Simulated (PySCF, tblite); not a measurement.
# C₄H₅N₂OS₂ radical: geometry, infrared bands and EPR parameters

Aim: predict the infrared bands and EPR parameters of C₄H₅N₂OS₂ radical (`CSCOc1n[c]sn1`).

The runs use tblite 0.8.0 and PySCF 2.14.0, with density-fitted response routines of our own; the level of theory stands in each step. All values are computed, except where a source is named. Atoms count from 0, in the outputs and in this text.

## (1) Starting geometry

14 atoms, charge 0, multiplicity 2; geometry from: force field or distance geometry start.

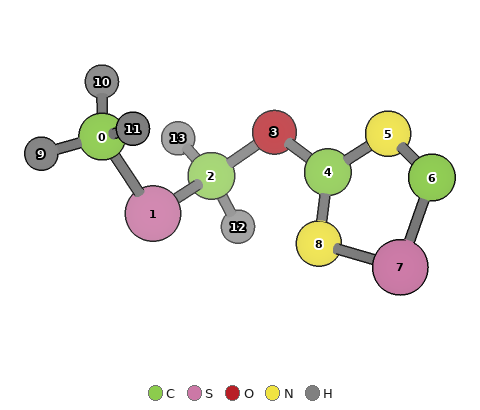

As it starts; carbon green, sulfur pink, oxygen red, nitrogen yellow, hydrogen grey, atoms numbered.

## (2) Optimising the geometry with GFN2-xTB

What the job is given:

```
{"job": {"kind": "relax", "xc": "GFN2-xTB", "basis": "xTB"}, "charge": 0, "multiplicity": 2}
C      2.313700    -0.599900     0.839100
S      1.185500     0.842100     0.778300
C      0.495200     1.082200    -0.870700
O     -0.391000     0.055500    -1.242800
C     -1.533000    -0.138200    -0.381500
N     -2.397300    -1.096000    -0.680300
C     -3.388600    -1.142300     0.179200
S     -3.289400    -0.007000     1.381800
N     -1.738000     0.605300     0.646200
H      3.227400    -0.385500     1.456500
H      2.615900    -0.949300    -0.158200
H      1.760400    -1.414900     1.361100
H     -0.139100     2.007000    -0.830400
H      1.277600     1.140500    -1.660400
```

The run is started by

```bash
$ OMP_NUM_THREADS=1 python probes_run.py task.json out
```

One launch serves the whole session: the jobs run in the order shown.

What it wrote:

```text
step      E/eV     max force
  0    -745.17810    2.988
  1    -745.56432    1.836
  2    -745.70895    1.533
  3    -745.78435    0.819
  4    -745.82241    0.539
  5    -745.84826    0.570
  6    -745.87200    0.406
  7    -745.88302    0.220
  8    -745.89251    0.231
  9    -745.89930    0.244
 10    -745.90532    0.229
 11    -745.91071    0.206
 12    -745.91677    0.218
 13    -745.92396    0.269
 14    -745.93249    0.304
 15    -745.94165    0.273
 16    -745.94982    0.243
 17    -745.95582    0.227
 18    -745.96026    0.193
 19    -745.96423    0.178
 20    -745.96772    0.177
 21    -745.97023    0.115
 22    -745.97176    0.098
 23    -745.97285    0.085
 24    -745.97389    0.113
 25    -745.97498    0.106
 26    -745.97610    0.095
 27    -745.97730    0.108
 28    -745.97862    0.113
 29    -745.97994    0.101
 30    -745.98115    0.084
 31    -745.98237    0.118
 32    -745.98400    0.161
 33    -745.98656    0.178
 34    -745.99041    0.183
 35    -745.99533    0.199
 36    -746.00056    0.151
 37    -746.00492    0.165
 38    -746.00808    0.136
 39    -746.01014    0.118
 40    -746.00582    0.511
 41    -746.01234    0.075
 42    -746.01299    0.063
 43    -746.01460    0.092
 44    -746.01520    0.077
 45    -746.01626    0.062
 46    -746.01662    0.058
 47    -746.01698    0.051
 48    -746.01733    0.043
 49    -746.01768    0.048
 50    -746.01799    0.050
 51    -746.01835    0.046
 52    -746.01881    0.053
 53    -746.01948    0.063
 54    -746.02038    0.077
 55    -746.02114    0.073
 56    -746.02164    0.054
 57    -746.02193    0.047
 58    -746.02220    0.039
 59    -746.02250    0.050
 60    -746.02278    0.052
 61    -746.02300    0.045
 62    -746.02320    0.046
 63    -746.02350    0.050
 64    -746.02395    0.068
 65    -746.02465    0.080
 66    -746.02541    0.082
 67    -746.02618    0.082
 68    -746.02703    0.090
 69    -746.02798    0.082
 70    -746.02889    0.075
 71    -746.02947    0.075
 72    -746.03009    0.056
 73    -746.03044    0.054
 74    -746.03075    0.042
 75    -746.03100    0.047
 76    -746.03123    0.054
 77    -746.03146    0.047
 78    -746.03180    0.044
 79    -746.03224    0.051
 80    -746.03269    0.065
 81    -746.03308    0.078
 82    -746.03354    0.099
 83    -746.03413    0.064
 84    -746.03479    0.035
 85    -746.03502    0.039
 86    -746.03528    0.056
 87    -746.03548    0.064
 88    -746.03588    0.056
 89    -746.03632    0.059
 90    -746.03690    0.088
 91    -746.03731    0.121
 92    -746.03769    0.068
 93    -746.03791    0.033
 94    -746.03803    0.037
 95    -746.03813    0.037
 96    -746.03824    0.046
 97    -746.03837    0.050
 98    -746.03850    0.043
 99    -746.03864    0.036
100    -746.03881    0.030
101    -746.03898    0.024
102    -746.03912    0.016
103    -746.03918    0.010
104    -746.03920    0.005
```

It took 0.88 s on 1 thread of Arm Neoverse V1, shared host.

Step by step: (not every step is listed)

| step | energy from step 0 (eV) | largest force (eV/Å) |
| --- | --- | --- |
| 0 | 0.0000 | 2.9876 |
| 1 | -0.3862 | 1.8357 |
| 2 | -0.5308 | 1.5330 |
| 3 | -0.6063 | 0.8194 |
| 4 | -0.6443 | 0.5392 |
| 5 | -0.6702 | 0.5705 |
| 6 | -0.6939 | 0.4056 |
| 7 | -0.7049 | 0.2203 |
| 8 | -0.7144 | 0.2309 |
| 17 | -0.7777 | 0.2272 |
| 26 | -0.7980 | 0.0953 |
| 35 | -0.8172 | 0.1992 |
| 44 | -0.8371 | 0.0767 |
| 53 | -0.8414 | 0.0627 |
| 62 | -0.8451 | 0.0464 |
| 71 | -0.8514 | 0.0750 |
| 80 | -0.8546 | 0.0652 |
| 89 | -0.8582 | 0.0588 |
| 98 | -0.8604 | 0.0431 |
| 99 | -0.8605 | 0.0359 |
| 100 | -0.8607 | 0.0301 |
| 101 | -0.8609 | 0.0239 |
| 102 | -0.8610 | 0.0164 |
| 103 | -0.8611 | 0.0102 |
| 104 | -0.8611 | 0.0055 |

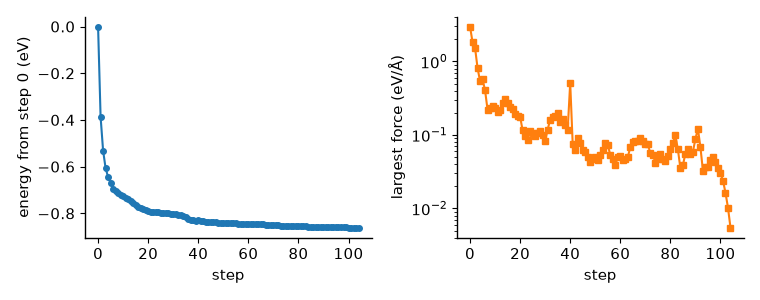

Energy and force, step by step.

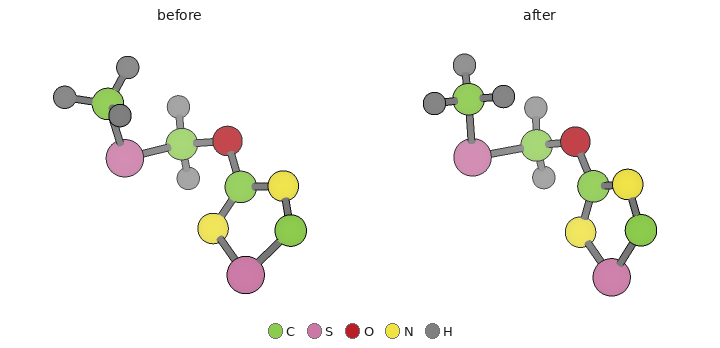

The geometry before (left) and after (right).

Close pairs (by a distance rule), those that changed most:

| bond | before (Å) | after (Å) | change (Å) |
| --- | --- | --- | --- |
| S7–N8 | 1.823 | 1.652 | -0.171 |
| O3–C4 | 1.443 | 1.330 | -0.113 |
| C6–S7 | 1.657 | 1.713 | +0.056 |
| N5–C6 | 1.313 | 1.268 | -0.044 |
| C0–H9 | 1.123 | 1.084 | -0.039 |
| C4–N5 | 1.324 | 1.358 | +0.033 |
| C2–H12 | 1.122 | 1.092 | -0.030 |
| C0–H11 | 1.115 | 1.086 | -0.029 |

The next job starts from the end point, and lists it.

## (3) Harmonic vibrations with GFN2-xTB

What the job is given:

```
{"job": {"kind": "ir", "xc": "GFN2-xTB", "basis": "xTB"}, "charge": 0, "multiplicity": 2}
C      2.324561    -0.547276     0.646368
S      1.359794     0.970920     0.887999
C      0.468279     0.966823    -0.703157
O     -0.305022    -0.188289    -0.865178
C     -1.480529    -0.205921    -0.242657
N     -2.209355    -1.350965    -0.275186
C     -3.295910    -1.183036     0.357307
S     -3.457025     0.391746     1.012307
N     -1.985299     0.817415     0.394496
H      2.804310    -0.772828     1.592411
H      3.071743    -0.383535    -0.125008
H      1.648038    -1.349251     0.365653
H     -0.143265     1.871585    -0.714357
H      1.199003     0.962138    -1.513088
```

What it wrote:

```text
mode    cm-1     km/mol
  1      33.7      0.81
  2      54.8      0.52
  3      72.6      1.51
  4     134.6      0.24
  5     164.6      3.74
  6     237.9      3.67
  7     274.2      1.78
  8     363.7      1.27
  9     424.6      5.18
 10     502.0      4.73
 11     568.2     59.91
 12     587.9     16.37
 13     662.7     33.40
 14     687.5     10.66
 15     730.9     24.63
 16     765.1    101.10
 17     835.9     64.53
 18     876.6      1.98
 19     945.5      3.07
 20     959.9     30.44
 21    1010.1     18.11
 22    1051.2      9.27
 23    1200.2      9.57
 24    1237.7      7.15
 25    1282.9     30.84
 26    1313.4      0.01
 27    1380.7      4.08
 28    1437.3      6.30
 29    1441.2      6.69
 30    1485.8     86.09
 31    1563.6    353.19
 32    2970.4      3.52
 33    2980.5      3.57
 34    3026.9      8.25
 35    3037.4      4.76
 36    3069.9      1.45
```

Run time: 0.62 s. Hardware: 1 thread of Arm Neoverse V1, shared host.

Which atoms move in the most intense modes:

| cm⁻¹ | km/mol | atoms |
| --- | --- | --- |
| 568 | 59.9 | S7 47 %, O3 23 %, C6 10 % |
| 663 | 33.4 | C4 60 %, N5 17 % |
| 765 | 101.1 | C6 64 %, S7 17 % |
| 836 | 64.5 | N8 59 %, S7 14 %, C6 12 % |
| 960 | 30.4 | H9 27 %, H11 12 %, C2 11 %, C0 10 % |
| 1283 | 30.8 | C4 56 %, N5 19 % |
| 1486 | 86.1 | C4 59 %, N8 17 % |
| 1564 | 353.2 | C6 45 %, N5 36 %, C4 12 % |

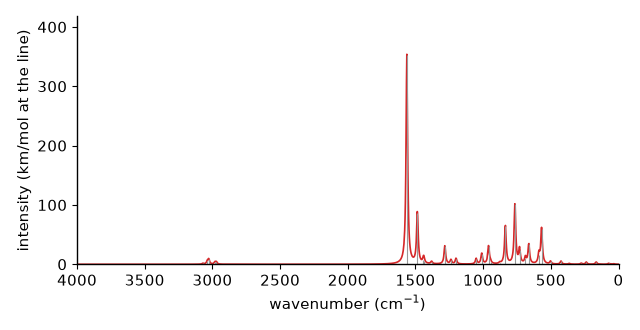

The infrared spectrum from these modes, unscaled. Lines are broadened to a width of 14 cm⁻¹ (Lorentzian).

## (4) EPR parameters: B3LYP/pcH-1

The job, as its differences from that of step 3:

```diff
@@ -1,2 +1,2 @@
-{"job": {"kind": "ir", "xc": "GFN2-xTB", "basis": "xTB"}, "charge": 0, "multiplicity": 2}
+{"job": {"kind": "epr", "basis": "pcH-1"}, "charge": 0, "multiplicity": 2}
 C      2.324561    -0.547276     0.646368
```

With the program's defaults for keys left out, this is: UKS B3LYP, pcH-1 on C H N O S, non-relativistic, mean-field spin-orbit, GIAO.

What it wrote:

```text
UKS, coarse grid
  cycle   1  E = -1136.36203964  |g| = 5.13e-01
  cycle   2  E = -1136.21466245  |g| = 7.96e-01
  cycle   3  E = -1136.44646616  |g| = 1.50e-01
  cycle   4  E = -1136.45452042  |g| = 8.01e-02
  cycle   5  E = -1136.45751134  |g| = 1.60e-02
  cycle   6  E = -1136.45761554  |g| = 7.84e-03
  cycle   7  E = -1136.45764995  |g| = 2.99e-03
  cycle   8  E = -1136.45765784  |g| = 1.54e-03
  cycle   9  E = -1136.45766130  |g| = 1.35e-03
  cycle  10  E = -1136.45766237  |g| = 4.57e-04
UKS, final grid
  cycle   1  E = -1136.45764689  |g| = 7.70e-04
  cycle   2  E = -1136.45764585  |g| = 1.76e-03
  cycle   3  E = -1136.45764722  |g| = 1.52e-04
  cycle   4  E = -1136.45764725  |g| = 8.63e-05
  cycle   5  E = -1136.45764727  |g| = 6.59e-05
  cycle   6  E = -1136.45764727  |g| = 9.56e-06
E = -1136.45764727 Eh   <S^2> = 0.7560 (exact 0.7500)
g shifts (ppm)      1          2          3
  rmc          -204       -204       -204
  gc             16         29       -152
  oz_so       -6582         79        757
  total       -6769        -94        401
hyperfine (MHz)  atom isotope    a_iso     a_fc   dipolar eigenvalues
    0   13C      -0.01      -0.01     -0.11     -0.10      0.21
    1   33S      -0.02      -0.02     -0.04     -0.03      0.07
    2   13C       3.08       3.08     -0.45     -0.34      0.79
    3   17O       0.79       0.80     -0.42     -0.31      0.73
    4   13C     145.57     145.52     -7.02     -4.34     11.36
    5   14N     101.53     101.61     -6.88     -1.59      8.47
    6   13C     669.73     670.18    -61.17    -45.50    106.67
    7   33S      43.18      43.09    -17.60    -13.38     30.98
    8   14N      -2.85      -2.85     -5.54     -1.79      7.33
    9    1H       0.03       0.03     -0.33     -0.31      0.64
   10    1H       0.02       0.02     -0.32     -0.30      0.62
   11    1H      -0.03      -0.03     -0.69     -0.63      1.31
   12    1H       0.68       0.68     -1.33     -0.76      2.09
   13    1H       1.57       1.57     -0.64     -0.56      1.20
```

Run time: 2.5 min. Hardware: 1 thread of Arm Neoverse V1, shared host; peak memory 1.1 GiB.

Principal g values 1.99555, 2.00222, 2.00272; g(iso) = 2.00017, against 2.00232 for a free electron.

Mean a(iso) over the nuclei that a row names, and the largest dipolar term of the row (other rows stand at the frozen geometry):

| nuclei | isotope | a(iso) (MHz) | a(iso) (G, at g = 2.0023) | largest dipolar term (MHz) |
| --- | --- | --- | --- | --- |
| C6 | 13C | 669.7 | 239.0 | 106.7 |
| C4 | 13C | 145.6 | 51.9 | 11.4 |
| N5 | 14N | 101.5 | 36.2 | 8.5 |
| S7 | 33S | 43.2 | 15.4 | 31.0 |
| C2 | 13C | 3.1 | 1.1 | 0.8 |
| N8 | 14N | -2.8 | -1.0 | 7.3 |
| H12, H13 | 1H | 1.1 | 0.4 | 2.1 |
| O3 | 17O | 0.8 | 0.3 | 0.7 |
| S1 | 33S | 0.0 | 0.0 | 0.1 |
| C0 | 13C | 0.0 | 0.0 | 0.2 |
| H9, H10, H11 | 1H | 0.0 | 0.0 | 1.3 |

Mulliken spin populations:

C0 0.00; S1 0.00; C2 0.00; O3 0.00; C4 0.06; N5 0.05; C6 0.81; S7 0.06; N8 0.02; H9 0.00; H10 0.00; H11 0.00; H12 0.00; H13 0.00

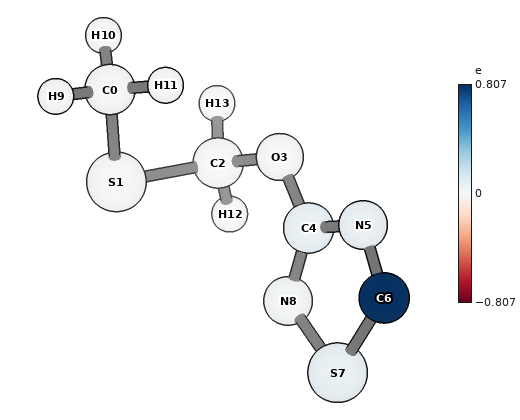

Mulliken spin populations, as colours on the atoms.

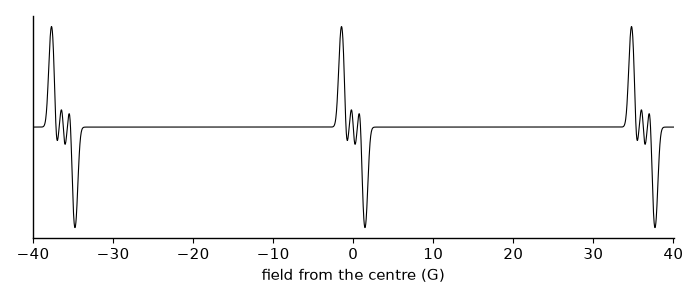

First-order isotropic spectrum (first derivative, main isotopes with spin only, couplings over 0.8 MHz, Gaussian width 0.3 G; couplings of the frozen geometry, rotation of groups not averaged beyond the rows shown).

Orbitals, density, ELF and potential are computed afterwards from the orbital file.

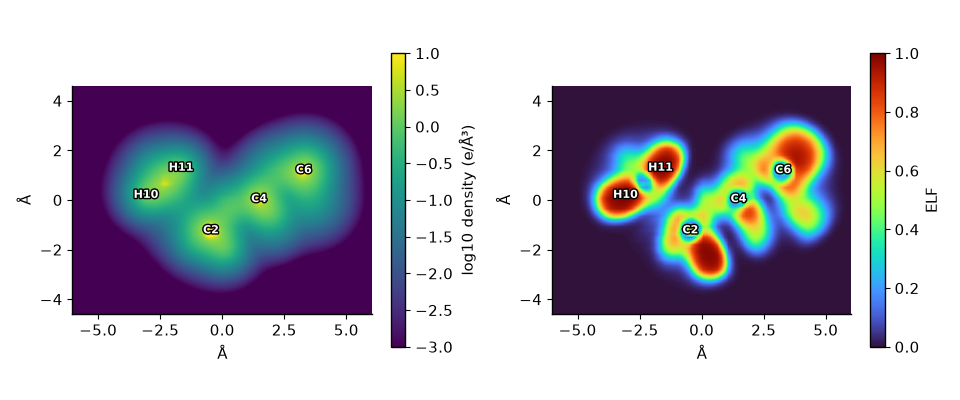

Density (left) and ELF (right) in a plane through or near 5 of the atoms.

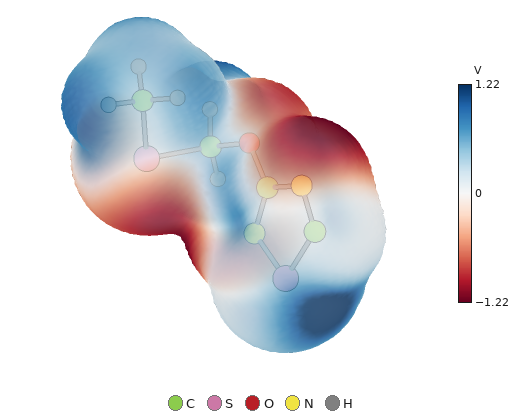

The potential that a unit positive charge feels on the 0.002 e/bohr³ surface, from -1.21 V near N5 to 1.22 V near S7.

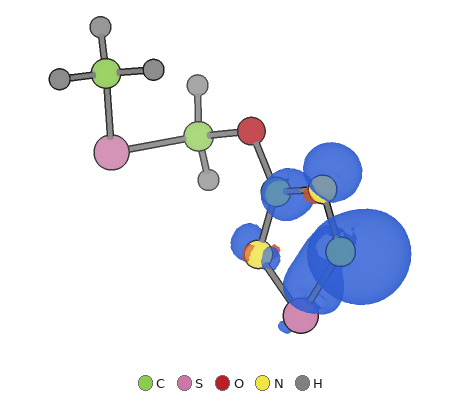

Spin density at ±0.04 e/Å³ (alpha excess blue, beta excess red).

## (5) Outcome

| quantity | value |
| --- | --- |
| strongest single infrared mode (GFN2-xTB) | 1564 cm⁻¹, 353 km/mol |
| zero-point energy (GFN2-xTB) | 56.3 kcal/mol |
| g(iso) (B3LYP) | 2.00017 |
| ⟨S²⟩ | 0.756 (exact 0.75) |
| largest a(iso) (averaged by class) | 13C on C6, 669.7 MHz |
| potential on the surface of density 0.002 e/bohr³, 1st and 99th percentile | -1.21 V and 1.22 V |

**Reading.** The optimisation took 104 steps and gained 0.861 eV; among the close pairs (by a distance rule), S7–N8 changed most, from 1.823 to 1.652 Å. No mode is imaginary among the 36: a minimum at this level. The strongest single mode, at 1564 cm⁻¹, moves mainly C6 and N5. GFN2-xTB is a fitted tight-binding method: band positions and strengths are rough. Its intensities can rank the bands wrongly. Most of the unpaired spin sits on C6 (0.81 e). The isotropic g lies 2.2 ppt below the free-electron value.
